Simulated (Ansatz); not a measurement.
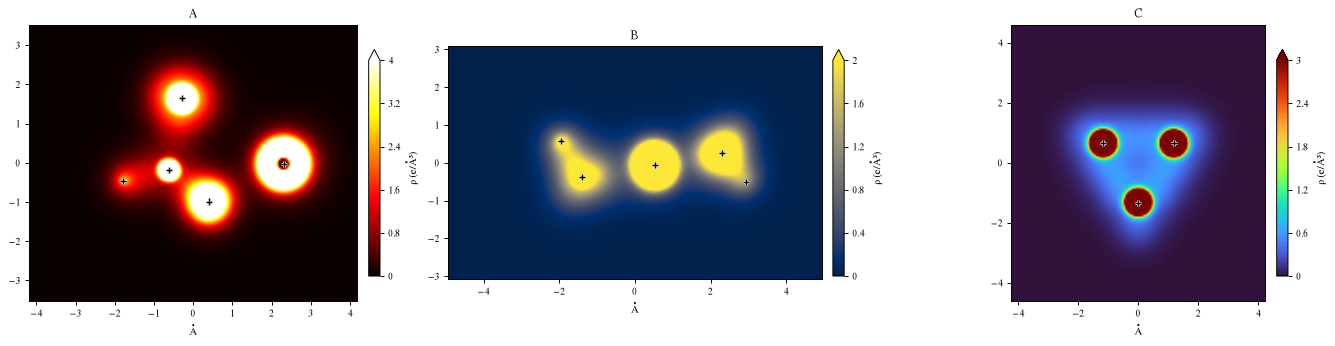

The electron density of 3 systems, each on a plane through atoms (crosses mark nuclei in the plane).

These are results of RKS PBE0-D4/def2-TZVPP in Ansatz 0.2.0, not measurements.

System 1: CH$_{4}$FNZn (SMILES [NH2][Zn][CH2]F), the plane of atoms Zn2, C3 and H7. Geometry: PBE0-D4/def2-TZVP.

```yaml
atoms:
  - { symbol: N, position_ang: [-0.7434, 1.9707, -0.4415] }
  - { symbol: Zn, position_ang: [-0.0820, 0.3234, -0.0593] }
  - { symbol: C, position_ang: [0.7363, -1.3942, 0.3819] }
  - { symbol: F, position_ang: [-0.1751, -2.4367, 0.1812] }
  - { symbol: H, position_ang: [-0.9502, 2.2112, -1.3999] }
  - { symbol: H, position_ang: [-1.4606, 2.3653, 0.1492] }
  - { symbol: H, position_ang: [1.0605, -1.4379, 1.4267] }
  - { symbol: H, position_ang: [1.6144, -1.6017, -0.2383] }
```

System 2: BClHInO, the molecular plane. Geometry: PBE0-D4/def2-TZVP; core potentials replace the inner electrons of In.

```xyz
5

Cl    0.7793   -0.3514    1.4408
In   -1.7936   -1.4574    0.1213
B     0.4345    0.4357   -0.2141
O    -0.6212    0.0487   -0.8617
H     1.2510    1.2506   -0.5277
```

System 3: FH$_{5}$Si$_{3}$, the plane of atoms Si2, Si4 and Si3. Geometry: PBE0-D4/def2-TZVP.

```yaml
atoms:
  - { symbol: F, position_ang: [-1.9040, 1.1170, -1.5297] }
  - { symbol: Si, position_ang: [-0.6578, 0.1934, -1.1333] }
  - { symbol: Si, position_ang: [1.0965, 0.7577, 0.2584] }
  - { symbol: Si, position_ang: [-0.3896, -0.9960, 0.8276] }
  - { symbol: H, position_ang: [-0.2063, -0.5732, -2.3218] }
  - { symbol: H, position_ang: [0.9088, 1.8728, 1.2210] }
  - { symbol: H, position_ang: [2.5090, 0.6163, -0.1776] }
  - { symbol: H, position_ang: [-0.0911, -2.4507, 0.8211] }
  - { symbol: H, position_ang: [-1.1770, -0.5837, 2.0173] }
```

Which map belongs to which system?

Answer. Panel A is system 2, BClHInO: the plane holds Cl, In, B, O and H. B–O (1.30 Å): the density is about 2.4 e/Å³ at the midpoint. Panel B is system 1, CH$_{4}$FNZn: the plane holds N, Zn, C and H. Zn–N (1.82 Å): ρ at the midpoint is about 0.91 e/Å³. Panel C is system 3, FH$_{5}$Si$_{3}$: the plane holds Si. Si–Si (2.31 Å): ρ at the midpoint is about 0.61 e/Å³.
